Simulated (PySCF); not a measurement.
## Property calculation, with input and output: SiCl4

System: SiCl4, SMILES Cl[Si](Cl)(Cl)Cl.
Method: PBE/ANO-RCC-VDZ, RKS, sfX2C (PySCF 2.14.0).

The geometry comes from this level: PBE0-D4/def2-TZVP.

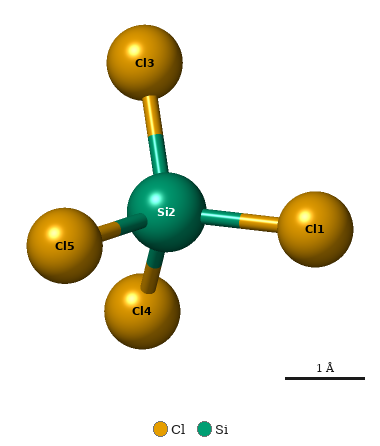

The structure (ball-and-stick view, seen at a tilt; atoms are numbered from 1 in the order of the input). Bond lengths as drawn: Cl–Si 2.02 Å.

### Input file (input.py)
```python
import numpy
from pyscf import gto, scf, dft, lo

mol = gto.M(
    atom=[
    ('Cl', (-0.962600, -0.087600, 1.762300)),
    ('Si', (0.010000, -0.014700, -0.008300)),
    ('Cl', (1.655400, -1.185900, 0.078100)),
    ('Cl', (-1.212100, -0.676900, -1.476100)),
    ('Cl', (0.559300, 1.891400, -0.397500)),
],
    charge=0,
    basis='ano-rcc-vdz',
    verbose=4,
    max_memory=1860,
    spin=0,
)

myscf = dft.RKS(mol, xc='pbe')
myscf = myscf.sfx2c1e()
myscf.grids.level = 4
myscf.conv_tol = 1e-10
myscf.kernel()
if not myscf.converged:
    myscf = myscf.newton().run(myscf.mo_coeff, myscf.mo_occ)

e_tot = myscf.e_tot
print('Final energy', e_tot)
myscf.analyze()
quad = myscf.quad_moment()
occ = myscf.mo_coeff[:, myscf.mo_occ > 0]
iaos = lo.vec_lowdin(lo.iao.iao(mol, occ), myscf.get_ovlp())
c = iaos.T @ myscf.get_ovlp() @ occ
pop_iao, q_iao = scf.hf.mulliken_pop(lo.iao.reference_mol(mol), (c * myscf.mo_occ[myscf.mo_occ > 0]) @ c.T, numpy.eye(c.shape[0]), verbose=0)
print('IAO charges', numpy.round(q_iao, 4))
```

Hardware: 1 thread of Arm Neoverse V2, 24 GiB of memory available, shared host.

Launch command:
```bash
OMP_NUM_THREADS=1 python input.py
```

### Log
```
PySCF version 2.14.0

[INPUT] num. atoms = 5
[INPUT] num. electrons = 82
[INPUT] charge = 0
[INPUT] spin (= nelec alpha-beta = 2S) = 0
[INPUT] symmetry False subgroup None
[INPUT] Mole.unit = angstrom
[INPUT] Symbol           X                Y                Z      unit          X                Y                Z       unit  Magmom
[INPUT]  1 Cl    -0.962600000000  -0.087600000000   1.762300000000 AA   -1.819050367506  -0.165540008512   3.330264349321 Bohr   0.0
[INPUT]  2 Si     0.010000000000  -0.014700000000  -0.008300000000 AA    0.018897261246  -0.027778974031  -0.015684726834 Bohr   0.0
[INPUT]  3 Cl     1.655400000000  -1.185900000000   0.078100000000 AA    3.128252626605  -2.241026211122   0.147587610329 Bohr   0.0
[INPUT]  4 Cl    -1.212100000000  -0.676900000000  -1.476100000000 AA   -2.290537035585  -1.279155613718  -2.789424732470 Bohr   0.0
[INPUT]  5 Cl     0.559300000000   1.891400000000  -0.397500000000 AA    1.056923821469   3.574227992002  -0.751166134515 Bohr   0.0

nuclear repulsion = 527.177977608465
number of shells = 10
number of NR pGTOs = 265
number of NR cGTOs = 65
basis = ano-rcc-vdz
ecp = {}

******** <class 'pyscf.x2c.sfx2c1e.sfX2C1eRKS'> ********
method = sfX2C1eRKS
initial guess = minao
damping factor = 0
level_shift factor = 0
DIIS = <class 'pyscf.scf.diis.CDIIS'>
diis_start_cycle = 1
diis_space = 8
diis_damp = 0
SCF conv_tol = 1e-10
SCF conv_tol_grad = None
SCF max_cycles = 50
direct_scf = True
direct_scf_tol = 1e-13
XC library pyscf.dft.libxc version 7.0.0
    S. Lehtola, C. Steigemann, M. J.T. Oliveira, and M. A.L. Marques.,  SoftwareX 7, 1–5 (2018)
XC functionals = pbe
    J. P. Perdew, K. Burke, and M. Ernzerhof.,  Phys. Rev. Lett. 77, 3865 (1996)
    J. P. Perdew, K. Burke, and M. Ernzerhof.,  Phys. Rev. Lett. 78, 1396 (1997)
    J. P. Perdew, K. Burke, and M. Ernzerhof.,  Phys. Rev. Lett. 77, 3865 (1996)
    J. P. Perdew, K. Burke, and M. Ernzerhof.,  Phys. Rev. Lett. 78, 1396 (1997)
radial grids:
    Treutler-Ahlrichs [JCP 102, 346 (1995); DOI:10.1063/1.469408] (M4) radial grids

becke partition: Becke, JCP 88, 2547 (1988); DOI:10.1063/1.454033
pruning grids: <function nwchem_prune>
grids dens level: 4
symmetrized grids: False
atomic radii adjust function: <function treutler_atomic_radii_adjust>
small_rho_cutoff = 0

******** <class 'pyscf.x2c.sfx2c1e.SpinFreeX2CHelper'> ********
approx = 1e
xuncontract = 1
Set gradient conv threshold to 1e-05
Initial guess from minao.
tot grids = 143680
init E= -2136.65930469863
  HOMO = -0.335288562991489  LUMO = -0.0612721659161151  gap/eV = 7.45637
cycle= 1 E= -2135.69392839853  delta_E= 0.965  |g|= 0.551  |ddm|= 3.07
  HOMO = -0.298049666859226  LUMO = -0.133845602747062  gap/eV = 4.46822
cycle= 2 E= -2135.52272459807  delta_E= 0.171  |g|= 0.909  |ddm|= 2.89
  HOMO = -0.314620884416162  LUMO = -0.100263706508338  gap/eV = 5.83296
cycle= 3 E= -2135.81600034849  delta_E= -0.293  |g|= 0.0192  |ddm|= 1.78
  HOMO = -0.318864426952803  LUMO = -0.104629657292327  gap/eV = 5.82963
cycle= 4 E= -2135.81607760418  delta_E= -7.73e-05  |g|= 0.0102  |ddm|= 0.035
  HOMO = -0.317072485563595  LUMO = -0.10234182431735  gap/eV = 5.84312
cycle= 5 E= -2135.81611811376  delta_E= -4.05e-05  |g|= 0.000352  |ddm|= 0.0188
  HOMO = -0.317065057816282  LUMO = -0.102309764109848  gap/eV = 5.84379
cycle= 6 E= -2135.81611816255  delta_E= -4.88e-08  |g|= 2.2e-05  |ddm|= 0.000747
  HOMO = -0.317067477909798  LUMO = -0.102310747088906  gap/eV = 5.84383
cycle= 7 E= -2135.81611816255  delta_E= 4.55e-12  |g|= 2.18e-05  |ddm|= 8.26e-05
  HOMO = -0.317067260886816  LUMO = -0.102310908271914  gap/eV = 5.84382
cycle= 8 E= -2135.81611816271  delta_E= -1.68e-10  |g|= 6.82e-07  |ddm|= 4.33e-05
  HOMO = -0.317067284692067  LUMO = -0.102310882306038  gap/eV = 5.84382
cycle= 9 E= -2135.81611816271  delta_E=    0  |g|= 2.08e-08  |ddm|= 1.52e-06
  HOMO = -0.31706728256187  LUMO = -0.102310876274168  gap/eV = 5.84382
```

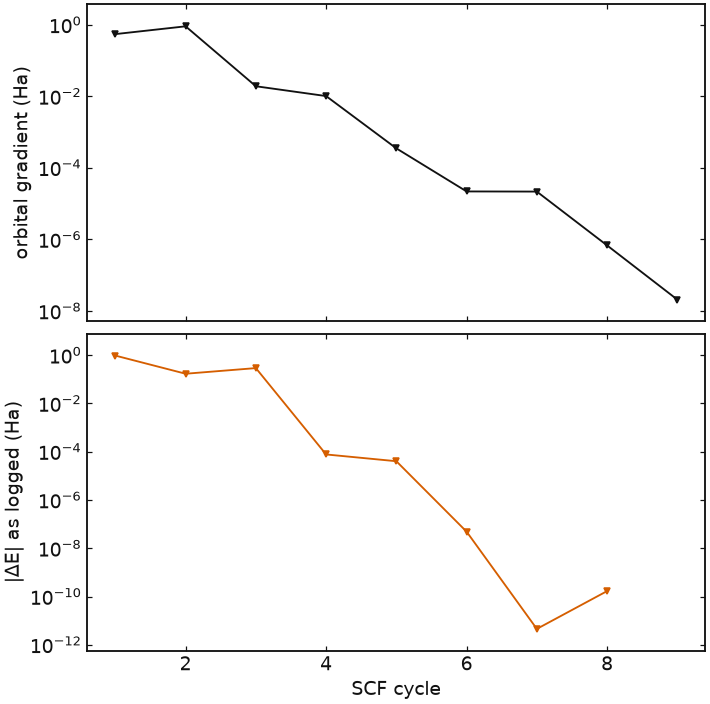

Convergence of the self-consistent field: orbital gradient and size of the energy change against the SCF cycle. The residual falls almost steadily, with no more than small rises.

```
Extra cycle  E= -2135.81611816272  delta_E= -1.36e-12  |g|= 2.78e-08  |ddm|= 8.98e-08
converged SCF energy = -2135.81611816272
Final energy -2135.8161181627156
**** SCF Summaries ****
Total Energy =                       -2135.816118162715611
Nuclear Repulsion Energy =             527.177977608464516
One-electron Energy =                -3999.951552136148166
Two-electron Energy =                 1336.957456364968039
Two-electron Coulomb Energy =         1470.814298987812435
DFT Exchange-Correlation Energy =     -133.856842622844397
HOMO-LUMO gap [eV] =                     5.843819471762606
**** MO energy ****
MO #1   energy= -101.057633275033  occ= 2
MO #2   energy= -101.057629386888  occ= 2
MO #3   energy= -101.057626138525  occ= 2
MO #4   energy= -101.057623778056  occ= 2
MO #5   energy= -65.7524849158542  occ= 2
MO #6   energy= -9.28191371040575  occ= 2
MO #7   energy= -9.28187017779371  occ= 2
MO #8   energy= -9.28186629710125  occ= 2
MO #9   energy= -9.28186269061884  occ= 2
MO #10  energy= -7.04512845380871  occ= 2
MO #11  energy= -7.04512561995373  occ= 2
MO #12  energy= -7.04512146545396  occ= 2
MO #13  energy= -7.04511889998807  occ= 2
MO #14  energy= -7.03401919251336  occ= 2
MO #15  energy= -7.03401759025976  occ= 2
MO #16  energy= -7.03401572632811  occ= 2
MO #17  energy= -7.03400252117998  occ= 2
MO #18  energy= -7.03400160093297  occ= 2
MO #19  energy= -7.03399773532423  occ= 2
MO #20  energy= -7.03399567481031  occ= 2
MO #21  energy= -7.03399497661945  occ= 2
MO #22  energy= -5.27001629997182  occ= 2
MO #23  energy= -3.65551594320653  occ= 2
MO #24  energy= -3.65551584391375  occ= 2
MO #25  energy= -3.65551559837275  occ= 2
MO #26  energy= -0.879247192319423 occ= 2
MO #27  energy= -0.818396752634737 occ= 2
MO #28  energy= -0.81838984685382  occ= 2
MO #29  energy= -0.818384473033312 occ= 2
MO #30  energy= -0.5367709923898   occ= 2
MO #31  energy= -0.439265830026211 occ= 2
MO #32  energy= -0.439262158094944 occ= 2
MO #33  energy= -0.439260938602149 occ= 2
MO #34  energy= -0.349306605209514 occ= 2
MO #35  energy= -0.349305761516907 occ= 2
MO #36  energy= -0.343902807883825 occ= 2
MO #37  energy= -0.343900759242502 occ= 2
MO #38  energy= -0.343899807474782 occ= 2
MO #39  energy= -0.317072171861404 occ= 2
MO #40  energy= -0.317069860134397 occ= 2
MO #41  energy= -0.31706728256187  occ= 2
MO #42  energy= -0.102310876274168 occ= 0
MO #43  energy= -0.0273834580241497 occ= 0
MO #44  energy= -0.0273808331716268 occ= 0
MO #45  energy= -0.0273695000118718 occ= 0
MO #46  energy= 0.0679674869404922 occ= 0
MO #47  energy= 0.164551424357904  occ= 0
MO #48  energy= 0.164552012777784  occ= 0
MO #49  energy= 0.164556259677573  occ= 0
MO #50  energy= 0.250620193736192  occ= 0
MO #51  energy= 0.250621227616999  occ= 0
MO #52  energy= 0.258877883415998  occ= 0
MO #53  energy= 0.258881968551171  occ= 0
MO #54  energy= 0.258883827328486  occ= 0
MO #55  energy= 0.2628360065827    occ= 0
MO #56  energy= 0.399016310296253  occ= 0
MO #57  energy= 0.39901699583458   occ= 0
MO #58  energy= 0.399021251728849  occ= 0
MO #59  energy= 0.4380992259842    occ= 0
MO #60  energy= 0.438105611606731  occ= 0
MO #61  energy= 0.438112252921315  occ= 0
MO #62  energy= 0.747930959111561  occ= 0
MO #63  energy= 0.747942258275343  occ= 0
MO #64  energy= 0.747951748588034  occ= 0
MO #65  energy= 0.979694466044851  occ= 0
 ** Mulliken pop on meta-lowdin orthogonal AOs  **
 ** Mulliken pop  **
pop of  0 Cl 1s           2.00000
pop of  0 Cl 2s           1.99983
pop of  0 Cl 3s           1.88670
pop of  0 Cl 4s           0.00493
pop of  0 Cl 2px          1.99995
pop of  0 Cl 2py          1.99995
pop of  0 Cl 2pz          1.99993
pop of  0 Cl 3px          1.80582
pop of  0 Cl 3py          1.91201
pop of  0 Cl 3pz          1.55870
pop of  0 Cl 4px          0.00399
pop of  0 Cl 4py          0.00327
pop of  0 Cl 4pz          0.00566
pop of  1 Si 1s           2.00000
pop of  1 Si 2s           1.99983
pop of  1 Si 3s           1.00156
pop of  1 Si 4s           0.01814
pop of  1 Si 2px          1.99984
pop of  1 Si 2py          1.99984
pop of  1 Si 2pz          1.99984
pop of  1 Si 3px          0.72717
pop of  1 Si 3py          0.72717
pop of  1 Si 3pz          0.72716
pop of  1 Si 4px          0.02548
pop of  1 Si 4py          0.02548
pop of  1 Si 4pz          0.02548
pop of  2 Cl 1s           2.00000
pop of  2 Cl 2s           1.99983
pop of  2 Cl 3s           1.88671
pop of  2 Cl 4s           0.00493
pop of  2 Cl 2px          1.99993
pop of  2 Cl 2py          1.99994
pop of  2 Cl 2pz          1.99995
pop of  2 Cl 3px          1.60700
pop of  2 Cl 3py          1.75776
pop of  2 Cl 3pz          1.91178
pop of  2 Cl 4px          0.00533
pop of  2 Cl 4py          0.00431
pop of  2 Cl 4pz          0.00327
pop of  3 Cl 1s           2.00000
pop of  3 Cl 2s           1.99983
pop of  3 Cl 3s           1.88671
pop of  3 Cl 4s           0.00493
pop of  3 Cl 2px          1.99994
pop of  3 Cl 2py          1.99995
pop of  3 Cl 2pz          1.99994
pop of  3 Cl 3px          1.74401
pop of  3 Cl 3py          1.86311
pop of  3 Cl 3pz          1.66942
pop of  3 Cl 4px          0.00441
pop of  3 Cl 4py          0.00360
pop of  3 Cl 4pz          0.00491
pop of  4 Cl 1s           2.00000
pop of  4 Cl 2s           1.99983
pop of  4 Cl 3s           1.88670
pop of  4 Cl 4s           0.00493
pop of  4 Cl 2px          1.99995
pop of  4 Cl 2py          1.99992
pop of  4 Cl 2pz          1.99995
pop of  4 Cl 3px          1.87855
pop of  4 Cl 3py          1.50246
pop of  4 Cl 3pz          1.89552
pop of  4 Cl 4px          0.00349
pop of  4 Cl 4py          0.00604
pop of  4 Cl 4pz          0.00338
 ** Mulliken atomic charges  **
charge of    0Cl =     -0.18074
charge of    1Si =      0.72301
charge of    2Cl =     -0.18076
charge of    3Cl =     -0.18076
charge of    4Cl =     -0.18074
Dipole moment(X, Y, Z, Debye): -0.00007,  0.00035,  0.00010
Traceless quadrupole moment (Debye*A):

IAO charges [-0.1922  0.7687 -0.1922 -0.1922 -0.1922]
```

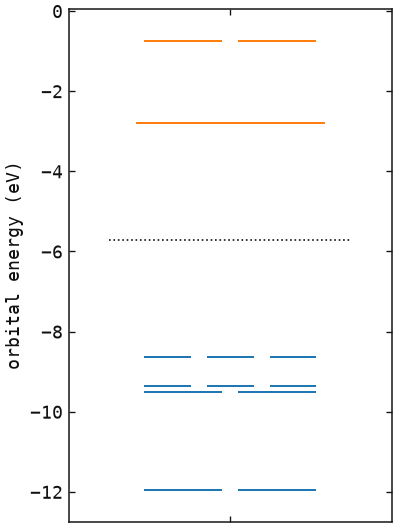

Orbital energies near the frontier; the dotted line parts filled from empty levels, and levels within 0.02 eV of each other stand side by side. Highest filled −8.63 eV, lowest empty −2.78 eV, 5.85 eV apart.

### Summary

| quantity | value |
| --- | --- |
| outcome | converged |
| total energy | −2135.816118 hartree |
| basis functions | 65 |
| HOMO | −8.63 eV |
| LUMO | −2.78 eV |
| dipole moment | 0.00 D |
| wall time | 14 s |
| peak memory | 0.38 GiB |
